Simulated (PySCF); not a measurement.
**ReN₂⁻: structure of the singlet**

Where does singlet ReN₂⁻ go from a side-on start, is the end point a minimum, and what are its modes, charges and moments?

Method: PBE0, basis Re def2-SVPD with ECP60, N def2-SVPD, scalar-relativistic core potentials, no spin–orbit coupling, density fitting; program: PySCF 2.14.0.

### 1 The system as given

3 atoms, charge -1, spin multiplicity 1.

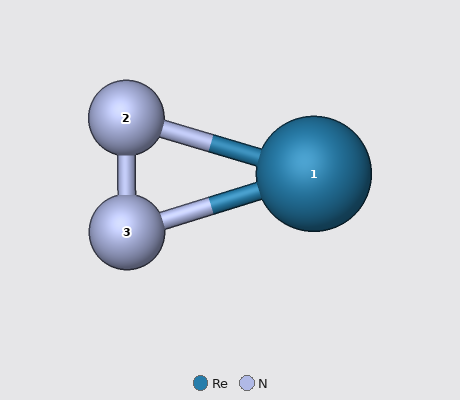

The starting geometry (rhenium blue, nitrogen light blue); atoms are numbered from 1 in the order of the file.

```xyz
3
charge -1 multiplicity 1
Re    0.0000    0.0000    0.0000
N     0.6000    0.0000    1.9711
N    -0.6000    0.0000    1.9711
```

### 2 The SCF at the typed geometry

One driver script runs all steps and calls PySCF; scf.py shows how it sets up the SCF of each step. The optimiser is the driver's own. After this first run the driver tries any further starts and a stability analysis.

File scf.py:

```python
from pyscf import gto, scf, dft
mol = gto.M(atom='''
Re     0.000000     0.000000     0.000000
N      0.600000     0.000000     1.971103
N     -0.600000     0.000000     1.971103''',
    basis={'Re': 'def2-SVPD', 'N': 'def2-SVPD'},
    ecp={'Re': 'def2-SVPD'},
    charge=-1, spin=0)
mf = dft.RKS(mol, xc='PBE0')
mf.grids.atom_grid = (50, 194)
aux = {'Re': 'def2-universal-JKFIT', 'N': 'def2-universal-JKFIT'}
mf = mf.density_fit(auxbasis=aux)
mf.conv_tol = 1e-08
mf.diis_space = 10
mf.max_cycle = 60
mf.init_guess = 'minao'
mf.verbose = 4
mf.kernel()
```

Run with:

```bash
$ OMP_NUM_THREADS=2 python axn.py task.json out
```

What it wrote, cut to the lines that bear on the results:

```text
[... the frontier levels of the middle cycles are left out ...]
init E= -175.587512875238
  HOMO = -0.430834732501353  LUMO = -0.424949269254739  gap/eV = 0.16015
cycle= 1 E= -186.892961808602  delta_E= -11.3  |g|= 1.17  |ddm|= 7.96
cycle= 2 E= -182.38512942049  delta_E= 4.51  |g|= 3.12  |ddm|= 7.75
  HOMO = 0.0534697969652251  LUMO = 0.0557023928845919  gap/eV = 0.06075
cycle= 3 E= -187.169452859191  delta_E= -4.78  |g|= 0.896  |ddm|= 7.18
cycle= 4 E= -187.368398512163  delta_E= -0.199  |g|= 0.331  |ddm|= 1.63
cycle= 5 E= -187.42647563072  delta_E= -0.0581  |g|= 0.0963  |ddm|= 1.08
cycle= 6 E= -187.431509262003  delta_E= -0.00503  |g|= 0.0724  |ddm|= 0.309
cycle= 7 E= -187.433837618849  delta_E= -0.00233  |g|= 0.0449  |ddm|= 0.158
cycle= 8 E= -187.435446235953  delta_E= -0.00161  |g|= 0.0123  |ddm|= 0.321
cycle= 9 E= -187.435491390323  delta_E= -4.52e-05  |g|= 0.00562  |ddm|= 0.0283
cycle= 10 E= -187.435499590286  delta_E= -8.2e-06  |g|= 0.00302  |ddm|= 0.00833
cycle= 11 E= -187.435502255421  delta_E= -2.67e-06  |g|= 0.00109  |ddm|= 0.00885
cycle= 12 E= -187.435502752899  delta_E= -4.97e-07  |g|= 7.04e-05  |ddm|= 0.00311
cycle= 13 E= -187.435502770284  delta_E= -1.74e-08  |g|= 2.69e-05  |ddm|= 0.000909
cycle= 14 E= -187.435502770803  delta_E= -5.19e-10  |g|= 1.33e-05  |ddm|= 0.000162
  HOMO = 0.0200561591462662  LUMO = 0.102873905840246  gap/eV = 2.25359
Extra cycle  E= -187.435502770484  delta_E= 3.19e-10  |g|= 3.8e-05  |ddm|= 7.87e-05
converged SCF energy = -187.435502770484
```

This step, with its further starts and checks, took 44 s on 2 threads of AMD EPYC (Zen 3), shared host.

Energies from each starting density:

| start | energy (Eh) |
| --- | --- |
| the minimal-basis guess | -187.435503 |
| a thermally smeared density | -187.413032 |
| a smeared PBE density | -187.435503 |

The test of internal stability and the other starts found no lower closed-shell solution.

### 3 Relaxation: side-on start, singlet

The program finds C2v symmetry in the start, which this walk keeps.

scf.py, as its differences from that of step 2:

```diff
@@ -3,3 +3,3 @@
-Re     0.000000     0.000000     0.000000
-N      0.600000     0.000000     1.971103
-N     -0.600000     0.000000     1.971103''',
+Re     0.000000     0.000000    -0.256804
+N      0.600000     0.000000     1.714300
+N     -0.600000     0.000000     1.714300''',
@@ -16 +15,0 @@
-mf.init_guess = 'minao'
```

Energy and gradient, step by step:

| step | energy (Eh) | change (kJ/mol) | largest symmetric gradient (Eh/bohr) |
| --- | --- | --- | --- |
| 0 | -187.435503 | 0.00 | 0.02704 |
| 1 | -187.436852 | -3.54 | 0.01312 |
| 2 | -187.437621 | -5.56 | 0.00529 |
| 3 | -187.437644 | -5.62 | 0.00022 |
| 4 | -187.437644 | -5.62 | 0.00002 |

The walk took 35 s.

Geometry (Å) and forces (eV/Å) at some steps:

```
step 0
Re   0.000   0.000  -0.257   0.000   0.000   1.391
N    0.600   0.000   1.714  -0.665   0.000  -0.695
N   -0.600   0.000   1.714   0.665   0.000  -0.695
step 1
Re   0.000   0.000  -0.234   0.000   0.000   0.675
N    0.595   0.000   1.703   0.643   0.000  -0.337
N   -0.595   0.000   1.703  -0.643   0.000  -0.337
step 2
Re   0.000   0.000  -0.200   0.000   0.000  -0.138
N    0.602   0.000   1.686   0.272   0.000   0.069
N   -0.602   0.000   1.686  -0.272   0.000   0.069
step 3
Re   0.000   0.000  -0.203   0.000   0.000   0.011
N    0.604   0.000   1.687   0.010   0.000  -0.006
N   -0.604   0.000   1.687  -0.010   0.000  -0.006
step 4
Re   0.000   0.000  -0.203   0.000   0.000   0.000
N    0.604   0.000   1.687  -0.001   0.000   0.000
N   -0.604   0.000   1.687   0.001   0.000   0.000
```

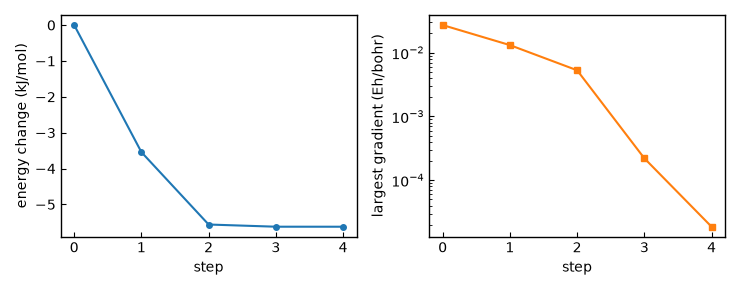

Energy and largest gradient along the walk.

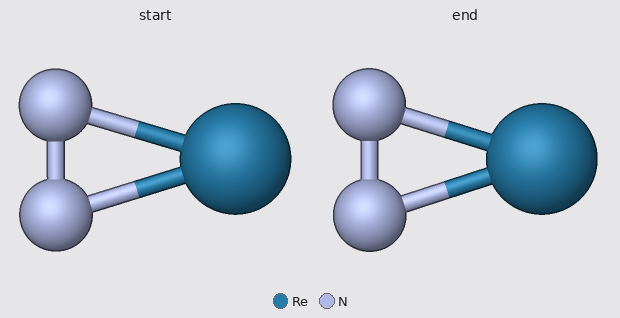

Start and end of the relaxation.

After 4 steps and 5.6 kJ/mol it ends at C2v: N–N 1.207 Å, Re–N 1.984 Å (×2); N–N–Re 72.3° (×2), N–Re–N 35.4°.

### 4 Vibrations and properties at this point

The point is checked on the finer grid, and tightened if its gradient asks for it. The Hessian and the dipole derivatives come from central differences of analytic gradients, with steps of 0.02 bohr.

scf.py, as its differences from that of step 3:

```diff
@@ -3,3 +3,3 @@
-Re     0.000000     0.000000    -0.256804
-N      0.600000     0.000000     1.714300
-N     -0.600000     0.000000     1.714300''',
+Re     0.000000     0.000000    -0.246378
+N      0.603640     0.000000     1.643648
+N     -0.603640     0.000000     1.643648''',
@@ -10 +10 @@
-mf.grids.atom_grid = (50, 194)
+mf.grids.atom_grid = (75, 302)
@@ -13 +13 @@
-mf.conv_tol = 1e-08
+mf.conv_tol = 1e-10
```

The driver hands on the density of the step before, so the log starts near convergence.

SCF at the final geometry:

```text
init E= -187.437618273575
  HOMO = 0.0231700573265279  LUMO = 0.099299288662948  gap/eV = 2.07158
cycle= 1 E= -187.437618273246  delta_E= 3.3e-10  |g|= 4.04e-05  |ddm|= 4.96e-05
  HOMO = 0.0231753119772939  LUMO = 0.0993055675991172  gap/eV = 2.07161
cycle= 2 E= -187.437618270035  delta_E= 3.21e-09  |g|= 0.000121  |ddm|= 0.000155
  HOMO = 0.0231697917288436  LUMO = 0.0992991626457123  gap/eV = 2.07159
cycle= 3 E= -187.437618273572  delta_E= -3.54e-09  |g|= 1.45e-05  |ddm|= 0.000128
  HOMO = 0.023170786397575  LUMO = 0.099300259323158  gap/eV = 2.07159
cycle= 4 E= -187.437618273628  delta_E= -5.61e-11  |g|= 1.21e-06  |ddm|= 1.61e-05
  HOMO = 0.0231710046923244  LUMO = 0.0993004883459943  gap/eV = 2.07159
Extra cycle  E= -187.437618273622  delta_E= 6.14e-12  |g|= 2.45e-06  |ddm|= 4.5e-06
converged SCF energy = -187.437618273622
```

The whole step took 100 s.

Geometry: C2v; N–N 1.207 Å, Re–N 1.984 Å (×2); N–N–Re 72.3° (×2), N–Re–N 35.4°.

Harmonic modes (main isotopes):

| symmetry | ω (cm⁻¹) | IR (km/mol) |
| --- | --- | --- |
| a1 | 459 | 2.9 |
| b2 | 506 | 22.5 |
| a1 | 1724 | 240 |

No imaginary mode, so this is a minimum.

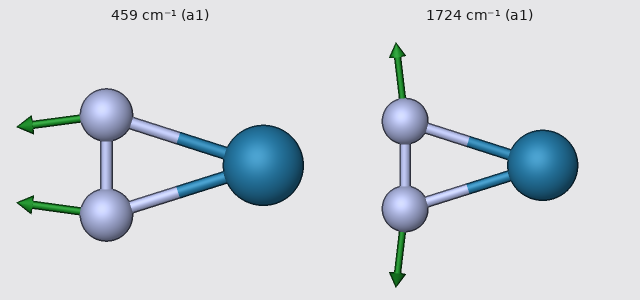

Displacements of 2 of the modes, as arrows (one member where a mode is degenerate).

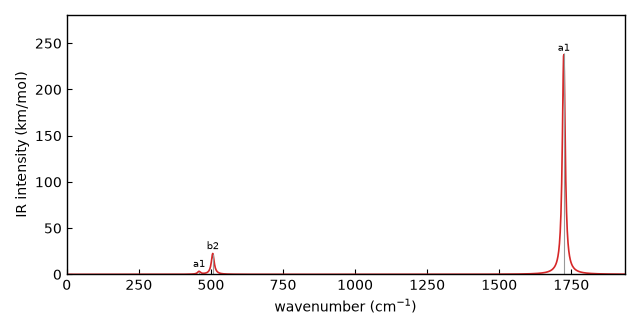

The harmonic infrared spectrum (widths in cm⁻¹). Lines are broadened to a width of 12 cm⁻¹ (Lorentzian).

Properties at this point:

| Quantity | Value |
| --- | --- |
| Dipole moment about the centre of mass | 1.41 D |
| Highest occupied level | 0.63 eV |
| Lowest empty level | 2.70 eV |
| Rotational constants | 1.652, 0.1937, 0.1734 cm⁻¹ |
| Zero-point energy | 16.1 kJ/mol |
| Principal polarisabilities | 100.4, 100.7, 115.8 bohr³ |
| Principal traceless quadrupole moments about the centre of mass | -4.54, 2.16, 2.38 D Å |
| Entropy at 298.15 K and 1 bar | 271.8 J/(mol K) |
| Heat capacity Cp at 298.15 K | 44.2 J/(mol K) |
| Enthalpy at 298.15 K above 0 K | 11.17 kJ/mol |
| Rotational symmetry number | 2 |

Populations by atom (charges in e):

| atom | Mulliken | Löwdin | polar tensor | Mayer order to Re1 |
| --- | --- | --- | --- | --- |
| Re1 | -0.53 | -0.37 | -0.68 | – |
| N2,3 | -0.24 | -0.31 | -0.16 | 1.04 |

Mulliken populations on Re1 (outside its core potential): s 3.65, p 6.32, d 5.52, f 0.03.

### 5 The broken-symmetry singlet

A stability analysis found the closed shell of the lowest minimum unstable towards spin polarisation, so the unrestricted solution is followed.

The program finds C2v symmetry in the start, which may break. The walk stops when the largest gradient is under 0.0003 Eh/bohr and the energy has settled too.

scf.py, as its differences from that of step 4:

```diff
@@ -3,3 +3,3 @@
-Re     0.000000     0.000000    -0.246378
-N      0.603640     0.000000     1.643648
-N     -0.603640     0.000000     1.643648''',
+Re     0.000000     0.000000    -0.246241
+N      0.603640     0.000000     1.643785
+N     -0.603640     0.000000     1.643785''',
@@ -9,2 +9,2 @@
-mf = dft.RKS(mol, xc='PBE0')
-mf.grids.atom_grid = (75, 302)
+mf = dft.UKS(mol, xc='PBE0')
+mf.grids.atom_grid = (50, 194)
@@ -13 +13 @@
-mf.conv_tol = 1e-10
+mf.conv_tol = 1e-08
```

The optimiser's trace:

| step | energy (Eh) | change (kJ/mol) | largest gradient (Eh/bohr) |
| --- | --- | --- | --- |
| 0 | -187.471898 | 0.00 | 0.03193 |
| 1 | -187.474697 | -7.35 | 0.02481 |
| 2 | -187.475985 | -10.73 | 0.01184 |
| 3 | -187.476174 | -11.23 | 0.00158 |
| 4 | -187.476181 | -11.24 | 0.00019 |
| 5 | -187.476181 | -11.24 | 0.00002 |

The walk took 60 s.

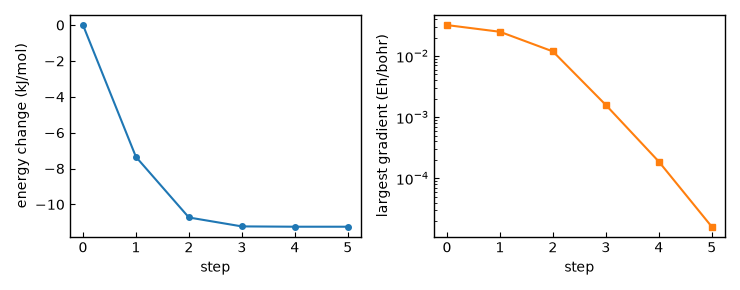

Energy and largest gradient along the walk.

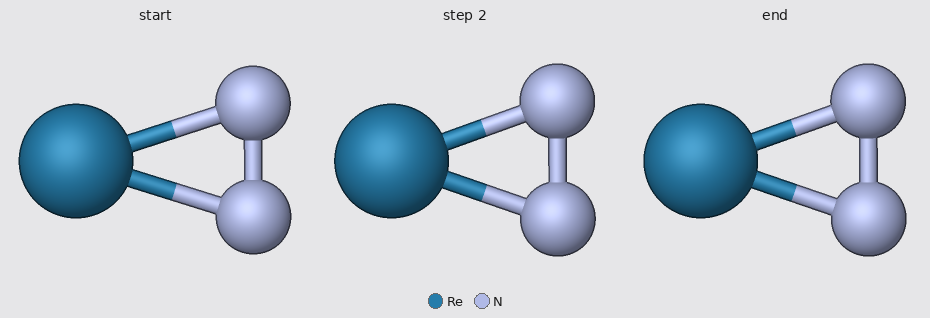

Start and end of the relaxation, with a step between.

After 5 steps and 11.2 kJ/mol it ends at C2v: N–N 1.254 Å, Re–N 1.896 Å (×2); N–N–Re 70.7° (×2), N–Re–N 38.6°.

### 6 Is it a minimum? Harmonic modes

The point was taken to the finer grid, but the Hessian ran out of time, so its nature is unknown.

### 7 Summary of results

```
                            quantity                                                            value
                             minimum  singlet, C2v (closed shell, unstable towards spin polarisation)
                            geometry  N–N 1.207 Å, Re–N 1.984 Å (×2); N–N–Re 72.3° (×2), N–Re–N 35.4°
                  wavenumbers (cm⁻¹)                                    459 (a1), 506 (b2), 1724 (a1)
      dipole moment (centre of mass)                                                           1.41 D
highest occupied, lowest empty level                                                    0.63, 2.70 eV
          polar-tensor charge of Re1                                                          -0.68 e
                   zero-point energy                                                      16.1 kJ/mol
```

The molecule stays C2v, as typed, and the end point is a minimum. The strongest infrared band lies at 1724 cm⁻¹ (a1). Only this shape and spin were tried, so other structures or states may lie lower. The highest occupied level lies above zero: either self-interaction error lifts it or the extra electron is not bound, and the basis holds it in place. Spin polarisation would lower this closed shell, so its numbers describe a constrained state. With an element this heavy the missing spin–orbit coupling can shift these numbers.

The search up to here took 5.7 min on 2 threads of AMD EPYC (Zen 3), shared host.
